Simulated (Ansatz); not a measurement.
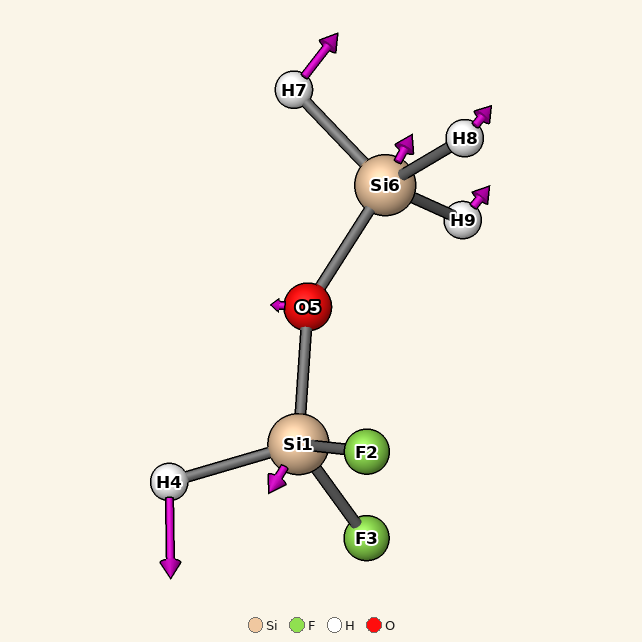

The arrows show one normal mode. Harmonic vibrations computed with RKS PBE0-D4/def2-TZVP (Ansatz 0.2.0) at a stationary point of the same level.

Q: At what wavenumber does it lie?

A: 594 cm⁻¹; it is mode 7 of 21 counted from the lowest.
